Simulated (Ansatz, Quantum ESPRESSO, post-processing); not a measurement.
# Tuning the work function of Al(100), part 2 of 2

Wanted: work-function changes of Al(100) along a row of adsorbates.

Quantum ESPRESSO 7.5; plane-wave DFT, PBEsol, GBRV ultrasoft pseudopotentials; geometry by Ansatz 0.2.0 with PAW datasets.

So far. Step 9 (SCF with pw.x, P overlayer): Inside the slab this potential holds the local part of the pseudopotentials, which can be repulsive at the nuclei; only its value in the vacuum has a meaning of its own. Step 10 (Projected density of states, P overlayer): The atomic orbitals miss 1.6 % of the occupied states; for empty states the projections can miss much more.

### 11. Geometry from Ansatz, As overlayer

Level of this step: plane-wave DFT, PBE, Ansatz PAW (Ansatz 0.2.0).

System of this step: Al(100), 5 layers, one monolayer of As on hollow sites. The cell holds 6 atoms: 5 Al and 1 As. Cell: a = 2.864 Å, b = 2.864 Å, c = 27.100 Å, α = 90.0°, β = 90.0°, γ = 90.0°. It derives from Al. Vacuum lies along c.

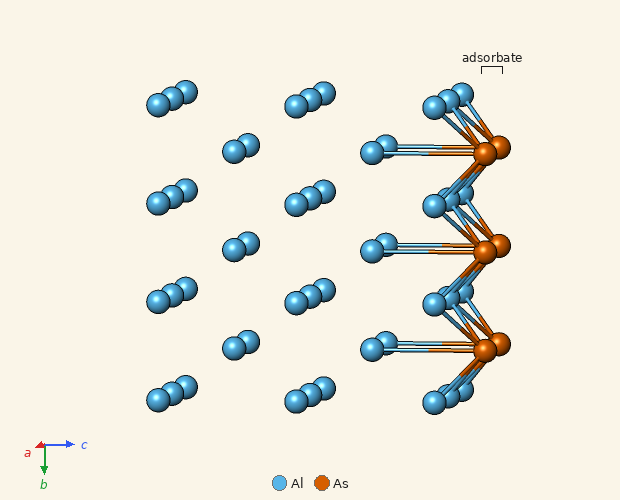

The cell of this step (aluminium blue, arsenic orange). 2×3×1 cells are drawn. Some periodic images of atoms are drawn too.

File input.yaml:

```yaml
crystal:
  lattice:
    - [2.8637824638, 0.0, 0.0]
    - [0.0, 2.8637824638, 0.0]
    - [0.0, 0.0, 27.1]
  atoms:
    - { symbol: Al, position: [0.0, 0.0, 0.3062730627] }
    - { symbol: Al, position: [0.5, 0.5, 0.38099631] }
    - { symbol: Al, position: [0.0, 0.0, 0.4557195572] }
    - { symbol: Al, position: [0.5, 0.5, 0.5304428044] }
    - { symbol: Al, position: [0.0, 0.0, 0.6051660517] }
    - { symbol: As, position: [0.5, 0.5, 0.6526999005] }
kpoints:
  mp_grid: { grid: [8, 8, 1] }
hamiltonian:
  xc: pbe
scf:
  occupations: { method: fermi_dirac, width: 0.1 }
  convergence: { dr2_threshold: 1.0e-08 }
efield:
  axis: 3
  dipole_correction: true
  ramp_position: 0.97
  ramp_width: 0.04
relax:
  f_tol: 0.01
  constraints: [{ sites: [0, 1, 2] }]
output:
  write_potential: true
  write_density: true
  volumetric_format: npy
```

Launch:

```bash
$ ansatz run input.yaml --threads 2 --pin off --max-ram 4096MiB --backend cpu --events-out ev --progress --plain --runs-dir out
```

The job ended after 9.9 s (2 threads of Intel Xeon 6975P-C (Granite Rapids), shared host; peak memory 0.48 GiB).

The steps of the relaxation:

```csv
step,energy less that of the first step (eV),largest force component (eV/Å)
1,0.0000,3.1204
2,-0.5460,1.7744
3,-0.8605,0.5947
4,-0.9040,0.1548
5,-0.9093,0.0207
6,-0.9093,0.0008
```

The atoms that moved most (Å):

```csv
atom,dx,dy,dz,length
As6,0.000,0.000,0.600,0.600
Al5,0.000,0.000,-0.063,0.063
Al4,0.000,0.000,-0.019,0.019
```

Final coordinates:

```cif
data_structure
_symmetry_space_group_name_H-M 'P 1'
_symmetry_Int_Tables_number 1
_cell_length_a 2.8638
_cell_length_b 2.8638
_cell_length_c 27.1000
_cell_angle_alpha 90.000
_cell_angle_beta 90.000
_cell_angle_gamma 90.000
_cell_volume 222.25
loop_
_atom_site_label
_atom_site_type_symbol
_atom_site_fract_x
_atom_site_fract_y
_atom_site_fract_z
_atom_site_occupancy
Al1 Al 0.00000 0.00000 0.30627 1
Al2 Al 0.50000 0.50000 0.38100 1
Al3 Al 0.00000 0.00000 0.45572 1
Al4 Al 0.50000 0.50000 0.52976 1
Al5 Al 0.00000 0.00000 0.60283 1
As6 As 0.50000 0.50000 0.67483 1
```

The relaxation lowers the energy by 152 meV an atom. Held were the atoms numbered 1, 2 and 3; the forces quoted are those on the free ones.

Read from the output:

| Item | Value |
| --- | --- |
| free energy | -7542.8523 eV |
| energy at zero smearing | -7542.8117 eV |
| smearing term TS | 0.08120 eV |
| Fermi energy | 1.730 eV |
| work function of the upper face | 4.377 eV |
| work function of the lower face | 4.238 eV |
| dipole along the normal | -0.006307 e·Å |

### 12. Self-consistent run, As overlayer

Level of this step: plane-wave DFT, PBEsol, GBRV ultrasoft pseudopotentials (Quantum ESPRESSO 7.5).

File As.esm.in:

```
&control
  prefix = 'As.esm'
  outdir = './out'
  pseudo_dir = './pseudo'
  calculation = 'scf'
  tprnfor = .true.
/
&system
  ibrav = 0
  nat = 6
  ntyp = 2
  ecutwfc = 40
  ecutrho = 200
  occupations = 'smearing'
  smearing = 'mv'
  degauss = 0.02
  assume_isolated = 'esm'
  esm_bc = 'bc1'
/
&electrons
  conv_thr = 1e-07
  mixing_beta = 0.4
  electron_maxstep = 120
  mixing_mode = 'local-TF'
/
ATOMIC_SPECIES
  Al  26.9815  al_pbesol_v1.uspp.F.UPF
  As  74.9216  as_pbesol_v1.uspp.F.UPF
CELL_PARAMETERS angstrom
  2.86378246380000 0.00000000000000 0.00000000000000
  0.00000000000000 2.86378246380000 0.00000000000000
  0.00000000000000 0.00000000000000 27.10000000000000
ATOMIC_POSITIONS crystal
  Al  0.000000000000 0.000000000000 -0.184278436554
  Al  0.500000000000 0.500000000000 -0.109555189254
  Al  0.000000000000 0.000000000000 -0.034831942054
  Al  0.500000000000 0.500000000000 0.039204243089
  Al  -0.000000000000 0.000000000000 0.112279470767
  As  0.500000000000 0.500000000000 0.184278436554
K_POINTS automatic
  8 8 1 0 0 0
```

Launch:

```bash
$ OMP_NUM_THREADS=1 mpirun -n 2 pw.x -nk 2 -in As.esm.in > As.esm.out
```

The job ended after 50 s (2 MPI ranks; peak memory 0.46 GiB).

This step gave:

```
free energy                                                    : -996.4099 eV
Fermi energy                                                   : -4.377 eV
vacuum line at the lower end of the cell, over the Fermi level : 4.297 eV
vacuum line at the upper end of the cell, over the Fermi level : 4.457 eV
```

The potential energy, planar mean oscillates, so the rows of the table below give means over windows of 2.03 Å about each position, cut where the curve ends. Its maxima inside the range that stand out by 2 % of the span (Å: eV): -4.0: -2.00, -1.9: -1.91, 0.1: -2.16, 2.0: -2.23, 4.0: -2.83, 5.0: 33.9. Its minima: -5.0: -11.5, -2.9: -11.6, -0.9: -11.5, 1.0: -11.7, 3.0: -12.0, 4.3: -4.43, 5.7: -2.46.

Electrostatic potential energy of an electron; zero at the Fermi level. Table of potential energy, planar mean by z; means over each step:

```csv
z (Å),"potential energy, planar mean (eV)"
-12.54,4.30
-10.51,4.30
-8.48,4.28
-6.45,1.58
-4.42,-6.56
-2.39,-6.61
-0.36,-6.70
1.67,-6.90
3.70,-4.67
5.73,10.3
7.76,4.39
9.79,4.46
11.82,4.46
```

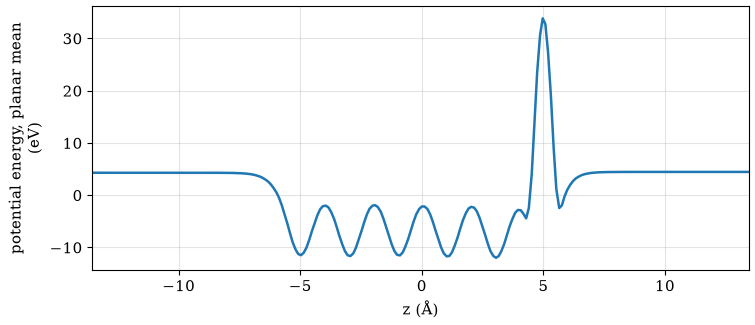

Potential energy, planar mean, plotted against z.

The covered face stands at 4.46 eV against 4.25 eV when clean.

Inside the slab this potential holds the local part of the pseudopotentials, which can be repulsive at the nuclei; only its value in the vacuum has a meaning of its own.

### 13. Projected density of states, As overlayer

File As.pdos.in:

```
&projwfc
  prefix = 'As.esm'
  outdir = './out'
  filpdos = 'As.pdos'
  Emin = -12.377
  Emax = -0.377
  DeltaE = 0.1
  ngauss = 0
  degauss = 0.01
/
```

Launch:

```bash
$ OMP_NUM_THREADS=1 mpirun -n 2 projwfc.x -in As.pdos.in > As.pdos.out
```

Elapsed: 1.6 s, on 2 MPI ranks; peak memory 0.15 GiB.

Read from the output:

```
spilling of the projection : 0.0139
```

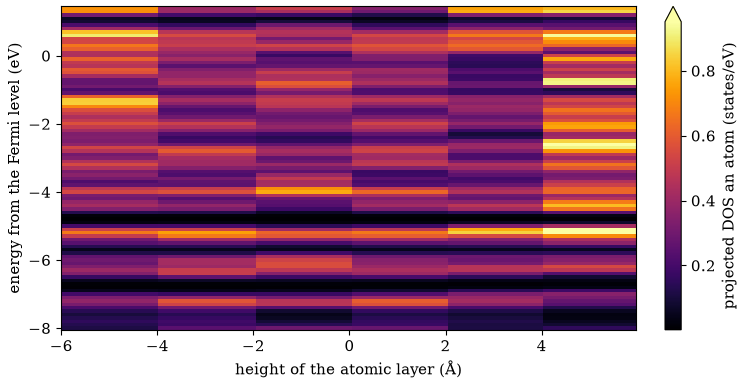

Projected DOS an atom over height of the atomic layer and energy from the Fermi level. Columns are the atomic layers from the bottom up.

The atomic orbitals miss 1.4 % of the occupied states; for empty states the projections can miss much more.

### 14. The series side by side

Against the clean face, with Pauling's electronegativity for orientation:

```
overlayer  electronegativity  height over the top plane (Å)  change of work function (eV)  step from Ansatz's dipole (eV)
        N               3.04                           0.09                         -1.04                           -1.29
        P               2.19                           1.62                         +0.80                           +0.74
       As               2.18                           1.95                         +0.21                           +0.14
```

All levels:

```
level  covered face (eV)  bare face (eV)  Ansatz, covered face (eV)  dipole by Ansatz (e Å)  CPU time (s)
clean              4.245           4.246                      4.221                 7.91e-5         44.09
    N              3.207           4.481                       3.09                 0.05869         81.74
    P               5.05           4.314                      5.001                -0.03355         82.72
   As              4.457           4.297                      4.377               -0.006307         99.32
```

### 15. Worked from the printed numbers

Under N the faces differ by -1.27 eV. By the Helmholtz relation p = −Δφ A/180.95 = +0.0577 e Å a cell, or +0.28 D; Ansatz's dipole is +0.0587 e Å.

### 16. Summary of results

- work function of the clean face: 4.25 eV
- change under N: -1.04 eV
- change under P: +0.80 eV
- change under As: +0.21 eV

In words: On a clean face of 4.25 eV the changes run from -1.04 eV (N) to +0.80 eV (P) (PBEsol, GBRV ultrasoft). Electronegativity alone doesn't order the changes: height, charge transfer and the push-back of the metal's own spill-out all enter the dipole. Of 4 overlayers planned, 3 are shown; the others were not run or did not converge. N lowers the work function although electronegative. The bare face moves by 0.24 eV over the row; it should not move at all, so the changes above are uncertain by about as much. Full 1×1 monolayers on one site are model structures; at this coverage neighbours depolarise each other, and real layers may take other sites or reconstruct. The upper layers were relaxed under PBE at the tabulated lattice constant.

Comparison with the measured values:

| quantity | measured | PBEsol, GBRV ultrasoft, clean |
| --- | --- | --- |
| work function (clean (100) face) (eV) | 4.32 | 4.25 (-0.07 eV) |

Measured values from arxiv:1702.08515 (2017).

**Verdict.** The work function is off by -0.07 eV: good agreement. The grades are ours: good and fair within 3 and 7 % for the work function. Other measurements of the same face can differ from the value quoted by 0.1 to 0.2 eV.

[Logs are printed without paths, hosts, clocks, repeated set-up lines and the standing remarks that a program may print on its own settings, such as how far it seeks lower states.]

[Hosts, paths, dates, database ids (printed as entryN), source tags and the programs' standing remarks are cut or masked in the printed files.]

[Maps of the electrostatic potential energy from Ansatz leave out the sawtooth potential of an applied field or a dipole correction, so their vacuum need not be flat; planar profiles and work functions include it.]
